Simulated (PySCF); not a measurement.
System: C₅H₂NSSe (SMILES C#Cc1csc([Se-])n1) (charge −1).

```yaml
atoms:
  - { symbol: C, position_ang: [-2.3754, 1.4046, 0.2521] }
  - { symbol: C, position_ang: [-1.3641, 0.7859, 0.0575] }
  - { symbol: C, position_ang: [-0.1776, 0.0583, -0.1722] }
  - { symbol: C, position_ang: [-0.1492, -1.2198, -0.6579] }
  - { symbol: S, position_ang: [1.4747, -1.7721, -0.8051] }
  - { symbol: C, position_ang: [2.0163, -0.1721, -0.1734] }
  - { symbol: Se, position_ang: [3.7780, 0.2067, 0.0420] }
  - { symbol: N, position_ang: [1.0370, 0.6136, 0.0873] }
  - { symbol: H, position_ang: [-3.2559, 1.9484, 0.4231] }
  - { symbol: H, position_ang: [-0.9749, -1.8488, -0.9288] }
```

Geometry: GFN2-xTB.

Method: CAM-B3LYP/def2-SVPD, SCF density, gas phase in PySCF.

> Predict the electron density and electron localisation function between the atoms.

C–C (1.20 Å): ρ at the midpoint is about 2.7 e/Å³; the ELF peaks at about 0.85 between the atoms; a short, multiple covalent bond.
C–N (1.28 Å): ρ is about 2.7 e/Å³ halfway; the ELF peaks at about 0.90 between the atoms; a covalent bond.
C–S (1.72 Å): ρ is about 1.5 e/Å³ halfway; the ELF peaks at about 0.95 between the atoms (localised, covalent bonding).
C–Se (1.81 Å): ρ is about 1.2 e/Å³ halfway; the ELF peaks at about 0.90 between the atoms; localised, covalent bonding.

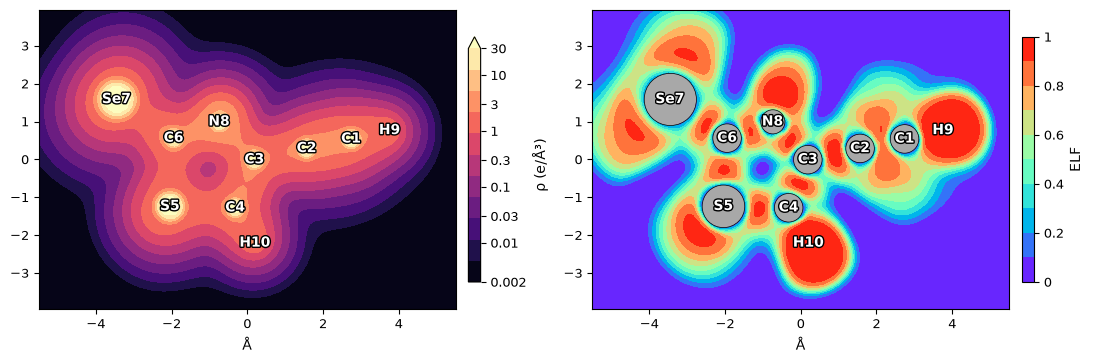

Computed electron density and electron localisation function on the molecular plane, in this order. Grey discs cover the atomic cores in the ELF map. 
